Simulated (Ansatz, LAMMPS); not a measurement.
# Amorphous 32Ga2O3-68GeO2 (mol %) (69 atoms) in motion, part 2 of 2

Aim: follow amorphous 32Ga2O3-68GeO2 (mol %) (69 atoms) for a short time with forces from DFT, then look at structure and electrons in the last frame.

Ansatz 0.2.0; Kohn-Sham DFT, PBE, PAW (set soft_2), plane waves.

The cell: 12 Ga, 13 Ge and 44 O. The quench rate of 20 K/ps far exceeds what a furnace or splat quench reaches. The starting topology of bonds comes from the classical model. Only the Γ point is sampled, in a cell whose shortest periodic width is 10 Å.

So far. Step 3 (Dynamics started at 600 K): Over the second half of 316 fs the temperature averages 700 K with swings of 47 K r.m.s. The conserved energy stays within 0.06 meV/atom. From first frame to last Ga has the largest mean square displacement, 0.54 Å² at the end; the farthest move is 1.53 Å. The mean temperature of 700 K lies well off the 600 K of the input, so the thermostat hasn't yet brought the run to equilibrium.

## (5) Single point at the last frame (continued)

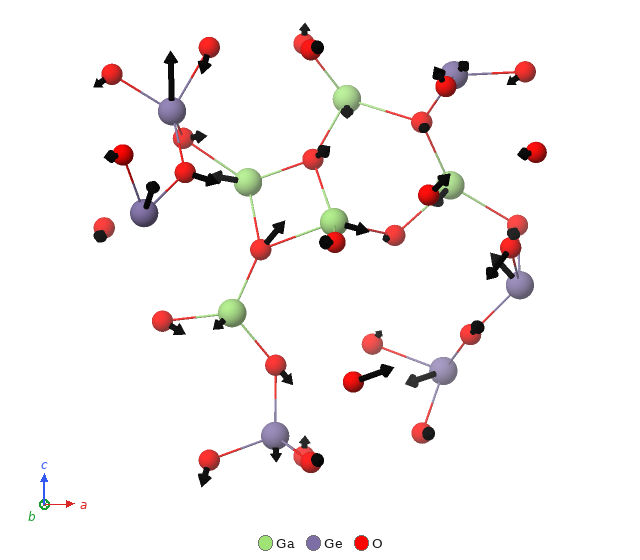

Forces as arrows; the longest in the cell is 3.49 eV/Å. Drawn is a slice 5 Å thick, seen along the normal of the ac plane. Bonds to atoms that aren't drawn are left out.

Löwdin charges by element and coordination (they lack the spilled electrons, 0.039 e an atom on average):

| element | coordination | atoms | mean charge (e) | spread | least | most |
| --- | --- | --- | --- | --- | --- | --- |
| Ga | all | 12 | 1.07 | 0.0433 | 1.02 | 1.19 |
| Ga | 3 | 1 | 1.19 | 0 | 1.19 | 1.19 |
| Ga | 4 | 5 | 1.07 | 0.0334 | 1.02 | 1.12 |
| Ga | 5 | 6 | 1.06 | 0.0195 | 1.02 | 1.07 |
| Ge | all | 13 | 1.56 | 0.0353 | 1.47 | 1.61 |
| Ge | 4 | 11 | 1.56 | 0.0382 | 1.47 | 1.61 |
| Ge | 5 | 2 | 1.57 | 2.0e-4 | 1.57 | 1.57 |
| O | all | 44 | -0.693 | 0.0272 | -0.749 | -0.636 |
| O | 2 | 26 | -0.710 | 0.0192 | -0.749 | -0.676 |
| O | 3 | 17 | -0.666 | 0.0148 | -0.692 | -0.636 |
| O | 4 | 1 | -0.688 | 0 | -0.688 | -0.688 |

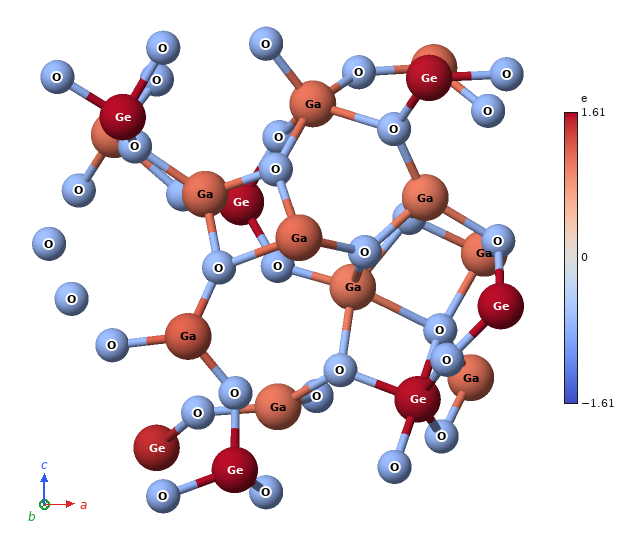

Atoms coloured by Löwdin charge. Drawn is a slice 6 Å thick, seen along the normal of the ac plane. Bonds to atoms that aren't drawn are left out.

Density of states as counts of states in windows of 1 eV (from the Fermi level), total and the larger projections:

| from (eV) | to (eV) | total | O p | Ge p | O s | Ga d |
| --- | --- | --- | --- | --- | --- | --- |
| -18 | -17 | 27.2 | 0.2 | 1.9 | 20.4 | 1.8 |
| -17 | -16 | 4.4 | 0.0 | 0.3 | 3.3 | 0.3 |
| -16 | -15 | 5.7 | 0.1 | 0.0 | 0.0 | 5.5 |
| -15 | -14 | 70.4 | 1.0 | 0.1 | 0.9 | 68.0 |
| -14 | -13 | 43.7 | 0.8 | 0.2 | 2.0 | 40.2 |
| -13 | -12 | 0.1 | 0.0 | 0.0 | 0.0 | 0.1 |
| -12 | -11 | 0.0 | 0.0 | 0.0 | 0.0 | 0.0 |
| -11 | -10 | 4.0 | 2.2 | 0.1 | 0.2 | 0.0 |
| -10 | -9 | 6.0 | 3.3 | 0.2 | 0.3 | 0.1 |
| -9 | -8 | 10.2 | 5.9 | 0.5 | 0.7 | 0.1 |
| -8 | -7 | 12.7 | 7.8 | 0.8 | 0.6 | 0.2 |
| -7 | -6 | 22.1 | 14.9 | 2.3 | 0.7 | 0.2 |
| -6 | -5 | 24.0 | 17.4 | 3.0 | 0.7 | 0.2 |
| -5 | -4 | 31.9 | 24.9 | 2.6 | 0.9 | 0.3 |
| -4 | -3 | 45.9 | 39.5 | 1.8 | 1.1 | 0.3 |
| -3 | -2 | 56.4 | 52.2 | 0.9 | 0.8 | 0.3 |
| -2 | -1 | 43.0 | 41.0 | 0.4 | 0.3 | 0.2 |
| -1 | 0 | 7.8 | 7.6 | 0.0 | 0.0 | 0.0 |
| 0 | 1 | 2.0 | 0.4 | 0.0 | 0.4 | 0.0 |
| 1 | 2 | 0.0 | 0.0 | 0.0 | 0.0 | 0.0 |
| 2 | 3 | 10.9 | 3.1 | 0.7 | 1.4 | 0.0 |
| 3 | 4 | 15.0 | 4.3 | 1.4 | 1.5 | 0.0 |
| 4 | 5 | 14.1 | 3.6 | 1.7 | 1.3 | 0.0 |

Between -26 and -18 eV lie 186 more states.

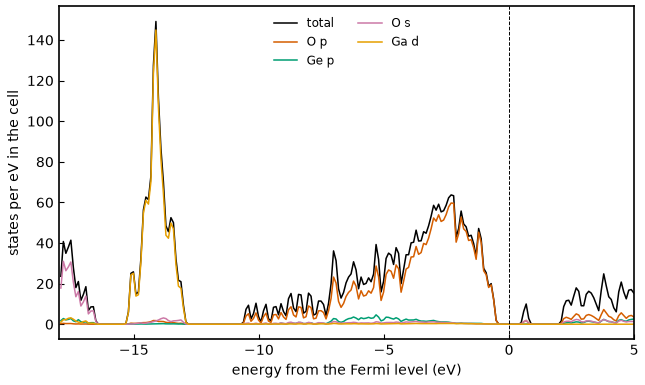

Total and projected density of states, with the broadening of the input.

The levels nearest the highest filled one (over half full), pooled over k-points and spins:

| level less the highest filled one (eV) | occupation |
| --- | --- |
| -0.435 | 2 |
| -0.345 | 2 |
| -0.269 | 2 |
| -0.208 | 2 |
| -0.066 | 2 |
| 0 | 2 |
| 1.32 | 0 |
| 2.89 | 0 |
| 3.06 | 0 |
| 3.26 | 0 |
| 3.37 | 0 |
| 3.48 | 0 |

Mean Löwdin charges: Ga +1.07, Ge +1.56, O -0.69 e (they miss 0.45 % of the electrons, so they add up to more than the cell's charge).

## (6) What came out

* mean temperature, second half: 699.7 K
* temperature swing, second half: 46.79 K
* slope of the conserved energy against time, by least squares: 0.048 meV/atom/ps
* free energy per atom: -1828.8516 eV/atom
* pressure: -1.688 GPa
* r.m.s. force component: 0.9782 eV/Å
* gap (highest filled to lowest empty level): 1.323 eV
* wall time of the 3 DFT runs: 18 min

What this shows: Over the second half of 316 fs the temperature averages 700 K with swings of 47 K r.m.s. The conserved energy stays within 0.06 meV/atom. The mean temperature of 700 K lies well off the 600 K of the input, so the thermostat hasn't yet brought the run to equilibrium. The count of bonds goes from 112 in the first frame to 107 in the last, by one set of cutoffs: 7 pairs passed out of them and 2 came within. The run spans 0.32 ps, too short for its means to be equilibrium values. Counting bonds as in the table, 50 % of Ga atoms have 5, 85 % of Ge atoms have 4 and 59 % of O atoms have 2 bonded neighbours. 59 % of the oxygens bridge two formers (Ge and Ga) and 0 % are non-bridging; 39 % join three; 2 % join four.

Between filled and empty levels lie 1.32 eV (at Γ alone); a semilocal functional tends to put such gaps too low. In a disordered cell it changes from sample to sample, and tail or defect levels can set it.

Caveats: The starting topology of bonds comes from the classical model; in DFT 7 of its 112 bonded pairs passed out of the cutoffs and 2 came within them. The pressure of -1.7 GPa is that of one thermal frame at a volume set beforehand, without the kinetic term.

[Hosts, paths, dates, database ids (printed as entryN), source tags and the programs' standing remarks are cut or masked in the printed files.]
